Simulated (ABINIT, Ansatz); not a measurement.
## KTaO3 (Pm-3m): Raman and infrared activity

Which lines does KTaO3 (Pm-3m) show in Raman and infrared spectra?

Program: ABINIT 10.8.3. Level of theory: DFT LDA, scalar-relativistic, plane waves, PseudoDojo norm-conserving pseudopotentials. Results are calculated unless marked as measured.

## 1. Starting point

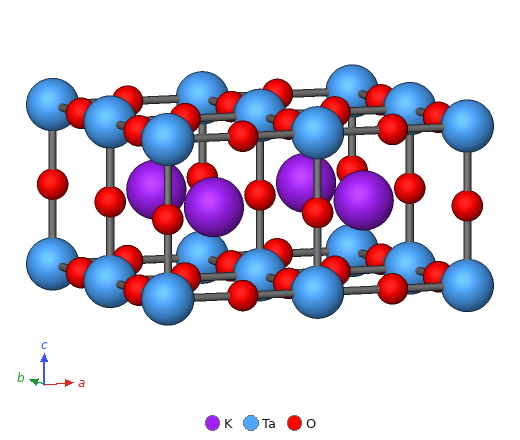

Start, viewed slightly off an axis; potassium purple, tantalum blue, oxygen red. 2×2×1 cells are drawn. Some periodic images of atoms are drawn too.

## 2. A first look

A first run with smearing and empty bands tells whether the crystal has a gap, which decides between fixed occupations and smearing later on.

probe.abi reads:

```
# ground state
tolvrs 1.0d-08
prtden 1
prtwf 1

# basis, mesh and filling
ecut 36.0
ngkpt 4 4 4
nshiftk 1
shiftk 0.0 0.0 0.0
istwfk *1
occopt 7
tsmear 0.005
nband 29
nstep 100
diemac 9.0
prtebands 0
prtgsr 0

# cell and atoms
acell 7.536794703 7.536794703 7.536794703
rprim 
    1.0 0.0 0.0
    0.0 1.0 0.0
    0.0 0.0 1.0
ntypat 3
znucl 19 73 8
natom 5
typat 1 2 3 3 3
xred 
    0.5 0.5 0.5
    0.0 0.0 0.0
    0.5 0.0 0.0
    0.0 0.5 0.0
    0.0 0.0 0.5
pp_dirpath "./pseudo"
pseudos "K.upf, Ta.upf, O.upf"
```

On the command line:

```console
OMP_NUM_THREADS=1 mpirun -n 10 abinit probe.abi > probe.log
```

Numbers of over 12 decimals in the logs are rounded to 6 here.

probe.abo, the main output file:

```text
[banners, grids, parts of the stress and lines that vanish by symmetry left out]
- input  file    -> probe.abi
- output file    -> probe.abo
- root for input  files -> probei
[...]
Symmetries : space group Pm -3 m (#221); Bravais cP (primitive cubic)
[...]
mpw =        4468          nfft =       91125          nkpt =          10
[...]
== DATASET  1 ==================================================================
[...]
cutoff_energies: {ecut:  36.0, pawecutdg:  -1.0, }
[...]
ETOT  1  -144.36721752474    -1.444E+02 9.232E-02 1.616E+03
 ETOT  2  -143.00470962237     1.363E+00 2.261E-02 6.094E+03
 ETOT  3  -144.86076192436    -1.856E+00 1.352E-02 1.061E+02
 ETOT  4  -144.87918963251    -1.843E-02 7.200E-03 3.247E+01
 ETOT  5  -144.88373361150    -4.544E-03 1.374E-03 4.785E+00
[...]
ETOT 10  -144.88519466922    -3.519E-09 4.268E-05 1.067E-07
 ETOT 11  -144.88519466924    -2.260E-11 3.823E-05 3.672E-10
 At SCF step   11       vres2   =  3.67E-10 < tolvrs=  1.00E-08 =>converged.
[...]
sigma(1 1)=  2.88638149E-04  sigma(3 2)=  0.00000000E+00
  sigma(2 2)=  2.88638149E-04  sigma(3 1)=  0.00000000E+00
  sigma(3 3)=  2.88638149E-04  sigma(2 1)=  0.00000000E+00
[...]
convergence: {deltae: -2.260E-11, res2:  3.672E-10, residm:  3.823E-05, diffor: null, }
etotal    :  -1.44885195E+02
[...]
sigma(1 1)=  2.88638149E-04  sigma(3 2)=  0.00000000E+00
  sigma(2 2)=  2.88638149E-04  sigma(3 1)=  0.00000000E+00
  sigma(3 3)=  2.88638149E-04  sigma(2 1)=  0.00000000E+00
[...]
- sigma(1 1)=  8.49202754E+00  sigma(3 2)=  0.00000000E+00
- sigma(2 2)=  8.49202754E+00  sigma(3 1)=  0.00000000E+00
- sigma(3 3)=  8.49202754E+00  sigma(2 1)=  0.00000000E+00
[...]
fcart     -0.0000000000E+00 -0.0000000000E+00 -0.0000000000E+00
           strten      2.8863814933E-04  2.8863814933E-04  2.8863814933E-04
================================================================================

[key lines of the parts left out:]
pressure_GPa:  -8.4920E+00
```

Run time: 8.3 s. Hardware: 10 MPI ranks of Arm Neoverse V2, shared host.

This step gave:

```
volume per atom   : 12.69 Å³
pressure          : -8.492 GPa
gap on the k-mesh : 2.071 eV
```

A gap of 2.1 eV opens on this mesh, so the crystal is taken as an insulator; the printed pressure holds the stress of the finite basis too.

## 3. Relaxing the cell and atoms

The harmonic expansion needs vanishing forces, and a free crystal bears no stress, so cell and atoms are brought to rest. Stress is more sensitive to the basis than forces are: the last 3 Ha under the cutoff are smoothed with ecutsm, and the cutoff is raised above that of the later runs.

relax.abi reads:

```
# relaxation
ionmov 2
optcell 2
dilatmx 1.08
ntime 40
tolmxf 1.0d-05
tolvrs 1.0d-14
prtwf 0
prtden 0
chksymtnons 0

# basis, mesh and filling
ecut 44.0
ecutsm 3.0
ngkpt 6 6 6
nshiftk 1
shiftk 0.0 0.0 0.0
istwfk *1
occopt 1
nband 20
nstep 100
diemac 9.0
prtebands 0
prtgsr 0

# cell and atoms
acell 7.536794703 7.536794703 7.536794703
rprim 
    1.0 0.0 0.0
    0.0 1.0 0.0
    0.0 0.0 1.0
ntypat 3
znucl 19 73 8
natom 5
typat 1 2 3 3 3
xred 
    0.5 0.5 0.5
    0.0 0.0 0.0
    0.5 0.0 0.0
    0.0 0.5 0.0
    0.0 0.0 0.5
pp_dirpath "./pseudo"
pseudos "K.upf, Ta.upf, O.upf"
```

On the command line:

```console
OMP_NUM_THREADS=1 mpirun -n 16 abinit relax.abi > relax.log
```

relax.abo, the main output file:

```text
[banners, grids, parts of the stress and lines that vanish by symmetry left out]
- input  file    -> relax.abi
- output file    -> relax.abo
- root for input  files -> relaxi
[...]
Symmetries : space group Pm -3 m (#221); Bravais cP (primitive cubic)
[...]
mpw =        7571          nfft =      125000          nkpt =          20
[...]
== DATASET  1 ==================================================================
[...]
-    --> not optimal distribution: autoparal keyword recommended in input file <--
[...]
cutoff_energies: {ecut:  44.0, pawecutdg:  -1.0, }
[...]
ETOT  1  -144.40826721972    -1.444E+02 2.526E-01 1.227E+03
 ETOT  2  -144.42405316166    -1.579E-02 3.146E-02 1.842E+03
 ETOT  3  -144.85118094873    -4.271E-01 9.970E-02 1.901E+02
 ETOT  4  -144.87751360372    -2.633E-02 2.382E-03 5.368E+01
 ETOT  5  -144.88702797314    -9.514E-03 1.806E-04 6.135E-01
[...]
At SCF step   17       vres2   =  3.09E-15 < tolvrs=  1.00E-14 =>converged.
[...]
sigma(1 1)=  2.58505211E-04  sigma(3 2)=  0.00000000E+00
  sigma(2 2)=  2.58505211E-04  sigma(3 1)=  0.00000000E+00
  sigma(3 3)=  2.58505211E-04  sigma(2 1)=  0.00000000E+00
[...]
convergence: {deltae: -4.547E-13, res2:  3.092E-15, residm:  5.072E-14, diffor: null, }
etotal    :  -1.44887169E+02
[...]
ETOT  1  -144.87879898961    -1.449E+02 5.824E-04 1.197E+02
[...]
At SCF step   15       vres2   =  2.36E-15 < tolvrs=  1.00E-14 =>converged.
[...]
sigma(1 1)=  1.02723458E-04  sigma(3 2)=  0.00000000E+00
  sigma(2 2)=  1.02723458E-04  sigma(3 1)=  0.00000000E+00
  sigma(3 3)=  1.02723458E-04  sigma(2 1)=  0.00000000E+00
[...]
convergence: {deltae:  6.878E-12, res2:  2.358E-15, residm:  3.475E-18, diffor: null, }
etotal    :  -1.44888971E+02
[...]
ETOT  1  -144.88508422069    -1.449E+02 1.044E-02 4.956E+01
[...]
At SCF step   15       vres2   =  2.84E-15 < tolvrs=  1.00E-14 =>converged.
[...]
sigma(1 1)= -5.75764949E-06  sigma(3 2)=  0.00000000E+00
  sigma(2 2)= -5.75764949E-06  sigma(3 1)=  0.00000000E+00
  sigma(3 3)= -5.75764949E-06  sigma(2 1)=  0.00000000E+00
[...]
convergence: {deltae: -5.684E-12, res2:  2.844E-15, residm:  1.732E-18, diffor: null, }
etotal    :  -1.44889275E+02
[...]
ETOT  1  -144.88926415641    -1.449E+02 6.873E-10 1.404E-01
[...]
At SCF step   12       vres2   =  6.10E-15 < tolvrs=  1.00E-14 =>converged.
[...]
sigma(1 1)=  1.14101185E-07  sigma(3 2)=  0.00000000E+00
  sigma(2 2)=  1.14101185E-07  sigma(3 1)=  0.00000000E+00
  sigma(3 3)=  1.14101185E-07  sigma(2 1)=  0.00000000E+00
[...]
convergence: {deltae:  5.258E-12, res2:  6.101E-15, residm:  2.912E-17, diffor: null, }
etotal    :  -1.44889276E+02
[...]
ETOT  1  -144.88927618768    -1.449E+02 5.927E-12 5.300E-05
[...]
ETOT  9  -144.88927619221     6.679E-12 7.938E-18 1.522E-14
 ETOT 10  -144.88927619221    -4.519E-12 5.261E-19 6.322E-16
 At SCF step   10       vres2   =  6.32E-16 < tolvrs=  1.00E-14 =>converged.
[...]
sigma(1 1)=  1.19361647E-10  sigma(3 2)=  0.00000000E+00
  sigma(2 2)=  1.19361656E-10  sigma(3 1)=  0.00000000E+00
  sigma(3 3)=  1.19361651E-10  sigma(2 1)=  0.00000000E+00
[...]
convergence: {deltae: -4.519E-12, res2:  6.322E-16, residm:  5.261E-19, diffor: null, }
etotal    :  -1.44889276E+02
[...]
At Broyd/MD step   5, gradients are converged :
[...]
sigma(1 1)=  1.19361647E-10  sigma(3 2)=  0.00000000E+00
  sigma(2 2)=  1.19361656E-10  sigma(3 1)=  0.00000000E+00
  sigma(3 3)=  1.19361651E-10  sigma(2 1)=  0.00000000E+00
[...]
- sigma(1 1)=  3.51174091E-06  sigma(3 2)=  0.00000000E+00
- sigma(2 2)=  3.51174116E-06  sigma(3 1)=  0.00000000E+00
- sigma(3 3)=  3.51174101E-06  sigma(2 1)=  0.00000000E+00
[...]
fcart     -0.0000000000E+00 -0.0000000000E+00 -0.0000000000E+00
           strten      1.1936164730E-10  1.1936165598E-10  1.1936165077E-10
================================================================================

[key lines of the parts left out:]
pressure_GPa:  -3.5117E-06
Total energy (etotal) [Ha]= -1.44889276192212E+02
```

Elapsed: 70 s, on 16 MPI ranks; 19 min of CPU time.

The steps of the relaxation:

```tsv
step	energy less that of the first step (eV)	largest force (eV/Å)	volume (Å³)
1	0.0000	0.0000	63.44
2	-0.0490	0.0000	61.98
3	-0.0573	0.0000	61.06
4	-0.0573	0.0000	61.11
5	-0.0573	0.0000	61.10
```

```tsv
conventional cell, symmetrised	before	after	change
a (Å)	3.988	3.939	-1.2 %
b (Å)	3.988	3.939	-1.2 %
c (Å)	3.988	3.939	-1.2 %
volume (Å³/atom)	12.69	12.22	-3.7 %
```

The relaxed structure:

```xyz
5
Lattice="3.9388 0.0000 0.0000 0.0000 3.9388 0.0000 0.0000 0.0000 3.9388" Properties=species:S:1:pos:R:3 pbc="T T T"
K     1.9694    1.9694    1.9694
Ta    0.0000    0.0000    0.0000
O     1.9694    0.0000    0.0000
O     0.0000    1.9694    0.0000
O     0.0000    0.0000    1.9694
```

Read from the output:

* volume per atom: 12.22 Å³
* pressure: -3.51e-6 GPa

The volume changes by -3.7 % in this run and stands -3.7 % from the first cell.

## 4. Self-consistent run for the response

First-order wavefunctions inherit every error of the ground state, hence the very tight tolvrs. The mesh is shifted off Γ, since shifted meshes converge sums over the zone faster.

gs.abi reads:

```
# ground state
tolvrs 1.0d-16
prtden 1
prtwf 1

# basis, mesh and filling
ecut 36.0
ngkpt 6 6 6
nshiftk 1
shiftk 0.5 0.5 0.5
istwfk *1
occopt 1
nband 20
nstep 100
diemac 9.0
prtebands 0
prtgsr 0

# cell and atoms
acell 7.443161413 7.443161413 7.443161413
rprim 
    1.0 0.0 0.0
    0.0 1.0 0.0
    0.0 0.0 1.0
ntypat 3
znucl 19 73 8
natom 5
typat 1 2 3 3 3
xred 
    0.5 0.5 0.5
    0.0 0.0 0.0
    0.5 0.0 0.0
    0.0 0.5 0.0
    0.0 0.0 0.5
pp_dirpath "./pseudo"
pseudos "K.upf, Ta.upf, O.upf"
```

On the command line:

```console
OMP_NUM_THREADS=1 mpirun -n 16 abinit gs.abi > gs.log
```

gs.abo, the main output file:

```text
[banners, grids, parts of the stress and lines that vanish by symmetry left out]
- input  file    -> gs.abi
- output file    -> gs.abo
- root for input  files -> gsi
[...]
Symmetries : space group Pm -3 m (#221); Bravais cP (primitive cubic)
[...]
mpw =        4266          nfft =       91125          nkpt =          10
[...]
== DATASET  1 ==================================================================
[...]
-    --> not optimal distribution: autoparal keyword recommended in input file <--
[...]
cutoff_energies: {ecut:  36.0, pawecutdg:  -1.0, }
[...]
ETOT  1  -144.45723911261    -1.445E+02 1.950E-01 1.057E+03
 ETOT  2  -144.27450968307     1.827E-01 1.629E-02 1.908E+03
 ETOT  3  -144.86297275264    -5.885E-01 8.077E-03 1.021E+02
 ETOT  4  -144.88344453321    -2.047E-02 5.439E-04 2.079E+01
 ETOT  5  -144.88811601581    -4.671E-03 2.703E-05 4.847E-01
[...]
ETOT 18  -144.88827128177     1.052E-11 6.720E-17 6.738E-16
 ETOT 19  -144.88827128177     3.524E-12 6.863E-18 7.101E-18
 At SCF step   19       vres2   =  7.10E-18 < tolvrs=  1.00E-16 =>converged.
[...]
sigma(1 1)=  3.24080226E-05  sigma(3 2)=  0.00000000E+00
  sigma(2 2)=  3.24080226E-05  sigma(3 1)=  0.00000000E+00
  sigma(3 3)=  3.24080226E-05  sigma(2 1)=  0.00000000E+00
[...]
convergence: {deltae:  3.524E-12, res2:  7.101E-18, residm:  6.863E-18, diffor: null, }
etotal    :  -1.44888271E+02
[...]
sigma(1 1)=  3.24080226E-05  sigma(3 2)=  0.00000000E+00
  sigma(2 2)=  3.24080226E-05  sigma(3 1)=  0.00000000E+00
  sigma(3 3)=  3.24080226E-05  sigma(2 1)=  0.00000000E+00
[...]
- sigma(1 1)=  9.53476943E-01  sigma(3 2)=  0.00000000E+00
- sigma(2 2)=  9.53476943E-01  sigma(3 1)=  0.00000000E+00
- sigma(3 3)=  9.53476943E-01  sigma(2 1)=  0.00000000E+00
[...]
fcart     -0.0000000000E+00 -0.0000000000E+00 -0.0000000000E+00
           strten      3.2408022572E-05  3.2408022572E-05  3.2408022572E-05
================================================================================

[key lines of the parts left out:]
pressure_GPa:  -9.5348E-01
```

Elapsed: 8.8 s, on 16 MPI ranks; 2.3 min of CPU time.

Read from the output:

```yaml
pressure: -0.9535 GPa
```

The cell stands at -0.95 GPa: the relaxation ran with a smoothed and higher cutoff and on another k mesh.

## 5. Empty bands

Empty bands on the ground state's density check that the gap assumed so far is there in this cell.

gap.abi reads:

```
# empty bands on the ground state's density
iscf -2
getden_filepath "gso_DEN"
tolwfr 1.0d-12
nbdbuf 2
prtwf 0

# basis, mesh and filling
ecut 36.0
ngkpt 6 6 6
nshiftk 1
shiftk 0.0 0.0 0.0
istwfk *1
occopt 1
nband 24
nstep 100
diemac 9.0
prtebands 0
prtgsr 0

# cell and atoms
acell 7.443161413 7.443161413 7.443161413
rprim 
    1.0 0.0 0.0
    0.0 1.0 0.0
    0.0 0.0 1.0
ntypat 3
znucl 19 73 8
natom 5
typat 1 2 3 3 3
xred 
    0.5 0.5 0.5
    0.0 0.0 0.0
    0.5 0.0 0.0
    0.0 0.5 0.0
    0.0 0.0 0.5
pp_dirpath "./pseudo"
pseudos "K.upf, Ta.upf, O.upf"
```

On the command line:

```console
OMP_NUM_THREADS=1 mpirun -n 16 abinit gap.abi > gap.log
```

gap.abo, the main output file:

```text
[banners, grids, parts of the stress and lines that vanish by symmetry left out]
- input  file    -> gap.abi
- output file    -> gap.abo
- root for input  files -> gapi
[...]
Symmetries : space group Pm -3 m (#221); Bravais cP (primitive cubic)
[...]
mpw =        4337          nfft =       91125          nkpt =          20
[...]
== DATASET  1 ==================================================================
[...]
-    --> not optimal distribution: autoparal keyword recommended in input file <--
[...]
cutoff_energies: {ecut:  36.0, pawecutdg:  -1.0, }
[...]
-outvars: echo values of variables after computation
            acell      7.4431614130E+00  7.4431614130E+00  7.4431614130E+00 Bohr
================================================================================
```

Elapsed: 8.6 s, on 16 MPI ranks; 2.3 min of CPU time.

This step gave:

```
gap on the k-mesh : 2.168 eV
```

In this cell the gap on the mesh is 2.2 eV, indirect (smallest direct 2.8 eV), so fixed occupations hold.

[end of part 1 of 4]

[Host names and launcher messages were left out of these logs when they were recorded.]

[Logs are printed without paths, hosts, clocks, repeated set-up lines and the standing remarks that a program may print on its own settings, such as how far it seeks lower states.]

[Hosts, paths, dates, database ids (printed as entryN), source tags and the programs' standing remarks are cut or masked in the printed files.]
